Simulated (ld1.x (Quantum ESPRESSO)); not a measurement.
**Pseudopotential generation for Lu**

System: lutetium (Lu, Z = 71), core [Kr] 4d10, reference valence 4f14 5s2 5p6 5d1 6s2 6p0, valence charge 25.
Method: RRKJ potential, BP86, scalar-relativistic, made with ld1.x (Quantum ESPRESSO) 7.5.

## Input
```
 &input
   title='Lu', zed=71., rel=1, dft='BP', iswitch=3,
   config='[Xe] 4f14 5d1 6s2 6p0',
   nld=4, rlderiv=3.25, eminld=-6.0, emaxld=5.0, deld=0.02
 /
 &inputp
   pseudotype=2, tm=.false., lloc=0,
   nlcc=.true., rcore=0.50,
   file_pseudopw='Lu.UPF', file_wfcaegen='ae.wfc', file_wfcncgen='nc.wfc', file_beta='beta', file_chi='chi'
 /
4
5P  2  1   6.00   0.00  2.25  2.25  0.0
5D  3  2   1.00   0.00  3.00  3.00  0.0
4F  4  3  14.00   0.00  0.50  0.50  0.0
5S  1  0   2.00   0.00  1.80  1.80  0.0
 &test
   configts(1)='4f14 5s2 5p6 5d1 6s2 6p0'
 /
```

Hardware: 1 CPU thread, shared host.

Command:
```bash
ld1.x < Lu.in > Lu.out
```

## Output
```
     Program LD1 v.7.5
     --------------------------- All-electron run ----------------------------

     Lu
     scalar relativistic calculation

     atomic number is 71.00
     dft =BP   lsd =0 sic =0 latt =0  beta=0.20 tr2=1.0E-14
     Exchange-correlation= BP
                           (   1   1   1   1   0   0   0)
     mesh =1271 r(mesh) = 100.71756 a.u. xmin = -7.00 dx = 0.01250
     1 Ry =  13.60569312 eV, c = 137.03599908

     n l     nl                  e(Ry)          e(Ha)          e(eV)
     1 0     1S 1( 2.00)     -4649.1554     -2324.5777    -63254.9819
     2 0     2S 1( 2.00)      -791.3785      -395.6893    -10767.2533
     2 1     2P 1( 6.00)      -696.1595      -348.0798     -9471.7327
     3 0     3S 1( 2.00)      -179.3540       -89.6770     -2440.2352
     3 1     3P 1( 6.00)      -150.7834       -75.3917     -2051.5121
     4 0     4S 1( 2.00)       -35.7064       -17.8532      -485.8107
     4 1     4P 1( 6.00)       -26.3331       -13.1665      -358.2796
     3 2     3D 1(10.00)      -116.4945       -58.2473     -1584.9890
     5 0     5S 1( 2.00)        -4.4950        -2.2475       -61.1582
     5 1     5P 1( 6.00)        -2.3338        -1.1669       -31.7527
     4 2     4D 1(10.00)       -14.1112        -7.0556      -191.9929
     4 3     4F 1(14.00)        -0.7144        -0.3572        -9.7199
     5 2     5D 1( 1.00)        -0.1380        -0.0690        -1.8773
     6 0     6S 1( 2.00)        -0.3525        -0.1763        -4.7967
     6 1     6P 1( 0.00)        -0.1045        -0.0522        -1.4217

     final scf error:  7.3E-15 reached in  34 iterations

     Etot =  -29130.453031 Ry,  -14565.226516 Ha, -396340.004478 eV

     Ekin =   31834.995990 Ry,   15917.497995 Ha,  433137.186014 eV
     Encl =  -71786.056445 Ry,  -35893.028223 Ha, -976699.054502 eV
     Eh   =   11424.656400 Ry,    5712.328200 Ha,  155440.369016 eV
     Exc  =    -604.048977 Ry,    -302.024488 Ha,   -8218.505006 eV

     normalization and overlap integrals

     s(1S/1S) =  1.000000  <r> =   0.0193  <r2> =    0.0005  r(max) =   0.0121
     s(2S/2S) =  1.000000  <r> =   0.0818  <r2> =    0.0079  r(max) =   0.0689
     s(2P/2P) =  1.000000  <r> =   0.0729  <r2> =    0.0065  r(max) =   0.0564
     s(3S/3S) =  1.000000  <r> =   0.2126  <r2> =    0.0517  r(max) =   0.1969
     s(3P/3P) =  1.000000  <r> =   0.2123  <r2> =    0.0522  r(max) =   0.1920
     s(4S/4S) =  1.000000  <r> =   0.4779  <r2> =    0.2579  r(max) =   0.4437
     s(4P/4P) =  1.000000  <r> =   0.5078  <r2> =    0.2935  r(max) =   0.4664
     s(3D/3D) =  1.000000  <r> =   0.1925  <r2> =    0.0434  r(max) =   0.1572
     s(5S/5S) =  1.000000  <r> =   1.1710  <r2> =    1.5450  r(max) =   1.0380
     s(5P/5P) =  1.000000  <r> =   1.3953  <r2> =    2.2207  r(max) =   1.1910
     s(4D/4D) =  1.000000  <r> =   0.5475  <r2> =    0.3481  r(max) =   0.4782
     s(4F/4F) =  1.000000  <r> =   0.7247  <r2> =    0.7015  r(max) =   0.4664
     s(5D/5D) =  1.000000  <r> =   2.9044  <r2> =   10.7891  r(max) =   1.8447
     s(6S/6S) =  1.000000  <r> =   3.6272  <r2> =   15.0015  r(max) =   3.0414
     s(6P/6P) =  1.000000  <r> =   5.2635  <r2> =   32.1710  r(max) =   4.2623

     ------------------------ End of All-electron run ------------------------

     --------------------- Generating NC pseudopotential ---------------------

      Generating local pot.: lloc=0, matching radius rcloc =   1.8000

      Computing core charge for nlcc:

       r > 0.50 : true rho core
       r < 0.50 : rho core = a sin(br)/r    a= 115.63  b=   4.53

      Integrated core pseudo-charge :  24.07

      Wfc   5P  rcut= 2.253  Estimated cut-off energy=       36.33 Ry
      This function has    0 nodes for 0 < r <    2.253

      Wfc   5D  rcut= 2.966  Estimated cut-off energy=       26.44 Ry
      This function has    0 nodes for 0 < r <    2.966

      Wfc   4F  rcut= 0.503  Estimated cut-off energy=     1154.01 Ry
      This function has    0 nodes for 0 < r <    0.503

     ------------------- End of pseudopotential generation -------------------

     --------------------------- All-electron run ----------------------------

     Lu
     scalar relativistic calculation

     atomic number is 71.00
     dft =BP   lsd =0 sic =0 latt =0  beta=0.20 tr2=1.0E-14
     Exchange-correlation= BP
                           (   1   1   1   1   0   0   0)
     mesh =1271 r(mesh) = 100.71756 a.u. xmin = -7.00 dx = 0.01250
     1 Ry =  13.60569312 eV, c = 137.03599908

     n l     nl                  e(Ry)          e(Ha)          e(eV)
     1 0     1S 1( 2.00)     -4649.1554     -2324.5777    -63254.9819
     2 0     2S 1( 2.00)      -791.3785      -395.6893    -10767.2533
     2 1     2P 1( 6.00)      -696.1595      -348.0798     -9471.7327
     3 0     3S 1( 2.00)      -179.3540       -89.6770     -2440.2352
     3 1     3P 1( 6.00)      -150.7834       -75.3917     -2051.5121
     4 0     4S 1( 2.00)       -35.7064       -17.8532      -485.8107
     4 1     4P 1( 6.00)       -26.3331       -13.1665      -358.2796
     3 2     3D 1(10.00)      -116.4945       -58.2473     -1584.9890
     5 0     5S 1( 2.00)        -4.4950        -2.2475       -61.1582
     5 1     5P 1( 6.00)        -2.3338        -1.1669       -31.7527
     4 2     4D 1(10.00)       -14.1112        -7.0556      -191.9929
     4 3     4F 1(14.00)        -0.7144        -0.3572        -9.7199
     5 2     5D 1( 1.00)        -0.1380        -0.0690        -1.8773
     6 0     6S 1( 2.00)        -0.3525        -0.1763        -4.7967
     6 1     6P 1( 0.00)        -0.1045        -0.0522        -1.4217

     final scf error:  7.3E-15 reached in  34 iterations

     Etot =  -29130.453031 Ry,  -14565.226516 Ha, -396340.004478 eV

     Ekin =   31834.995990 Ry,   15917.497995 Ha,  433137.186014 eV
     Encl =  -71786.056445 Ry,  -35893.028223 Ha, -976699.054502 eV
     Eh   =   11424.656400 Ry,    5712.328200 Ha,  155440.369016 eV
     Exc  =    -604.048977 Ry,    -302.024488 Ha,   -8218.505006 eV

     normalization and overlap integrals

     s(1S/1S) =  1.000000  <r> =   0.0193  <r2> =    0.0005  r(max) =   0.0121
     s(2S/2S) =  1.000000  <r> =   0.0818  <r2> =    0.0079  r(max) =   0.0689
     s(2P/2P) =  1.000000  <r> =   0.0729  <r2> =    0.0065  r(max) =   0.0564
     s(3S/3S) =  1.000000  <r> =   0.2126  <r2> =    0.0517  r(max) =   0.1969
     s(3P/3P) =  1.000000  <r> =   0.2123  <r2> =    0.0522  r(max) =   0.1920
     s(4S/4S) =  1.000000  <r> =   0.4779  <r2> =    0.2579  r(max) =   0.4437
     s(4P/4P) =  1.000000  <r> =   0.5078  <r2> =    0.2935  r(max) =   0.4664
     s(3D/3D) =  1.000000  <r> =   0.1925  <r2> =    0.0434  r(max) =   0.1572
     s(5S/5S) =  1.000000  <r> =   1.1710  <r2> =    1.5450  r(max) =   1.0380
     s(5P/5P) =  1.000000  <r> =   1.3953  <r2> =    2.2207  r(max) =   1.1910
     s(4D/4D) =  1.000000  <r> =   0.5475  <r2> =    0.3481  r(max) =   0.4782
     s(4F/4F) =  1.000000  <r> =   0.7247  <r2> =    0.7015  r(max) =   0.4664
     s(5D/5D) =  1.000000  <r> =   2.9044  <r2> =   10.7891  r(max) =   1.8447
     s(6S/6S) =  1.000000  <r> =   3.6272  <r2> =   15.0015  r(max) =   3.0414
     s(6P/6P) =  1.000000  <r> =   5.2635  <r2> =   32.1710  r(max) =   4.2623

     ------------------------ End of All-electron run ------------------------

     Computing logarithmic derivative in   3.25792
     Message from routine compute phi:
     negative determinant

      ld=  -0.776166 f2ae -2.224071 faenor  0.606087

       Warning: n=4, l=3 expected 0 nodes, found 1
       Setting wfc to zero for this iteration
       (This warning will only be printed once per wavefunction)

       Warning: n=2, l=1 expected 0 nodes, found 1
       Setting wfc to zero for this iteration
       (This warning will only be printed once per wavefunction)

       Warning: n=1, l=0 expected 0 nodes, found 1
       Setting wfc to zero for this iteration
       (This warning will only be printed once per wavefunction)

       Warning: n=3, l=2 expected 0 nodes, found 1
       Setting wfc to zero for this iteration
       (This warning will only be printed once per wavefunction)

       Warning: n=2, l=0 expected 1 nodes, found 2
       Setting wfc to zero for this iteration
       (This warning will only be printed once per wavefunction)

 %%%%%%%%%%%%%%%%%%%%%%%%%%%%%%%%%%%%%%%%%%%%%%%%%%%%%%%%%%%%%%%%%%%%%%%%%%%%%%
     Error in routine run_pseudo (1):
     Errors in PS-KS equation
 %%%%%%%%%%%%%%%%%%%%%%%%%%%%%%%%%%%%%%%%%%%%%%%%%%%%%%%%%%%%%%%%%%%%%%%%%%%%%%

     stopping ...
```

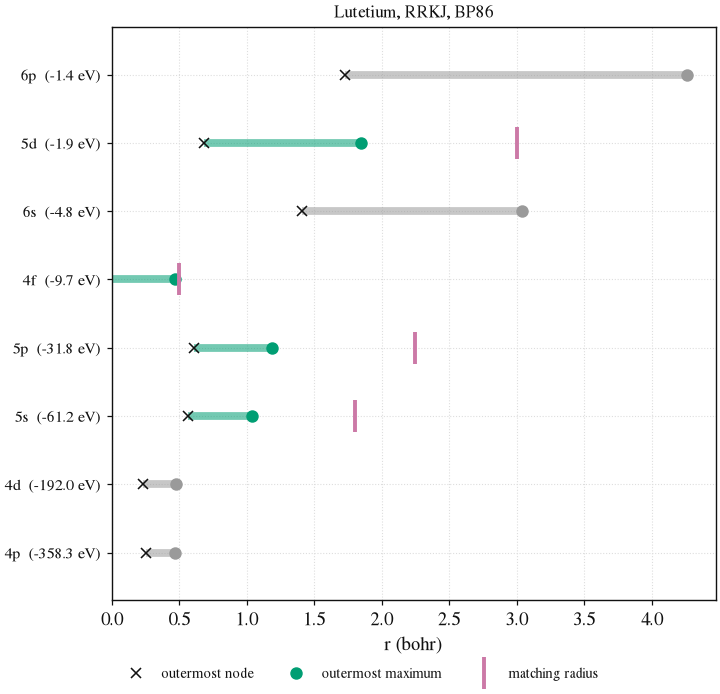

Figure 1. Outer shells of the all-electron reference atom: each bar runs from the outermost node (or the nucleus) to the outermost maximum of u(r); the tick is the radius chosen for the pseudo-wave. Shells without a tick have no pseudo-wave of their own. Levels, nodes and maxima are from ld1.x, scalar-relativistic.

- Radii against the shells: 5s: 1.80 bohr, outside the maximum; 5p: 2.25 bohr, outside the maximum; 4f: 0.50 bohr, outside the maximum; 5d: 3.00 bohr, outside the maximum.

## What the run reported

- outcome: ended with an error
- wall time: 0.55 s

## What went wrong

The generator stopped with the message “run_pseudo: Errors in PS-KS equation”. In words: the pseudo-atom solver did not find the valence states with the expected number of nodes, which is the usual sign of a ghost state.
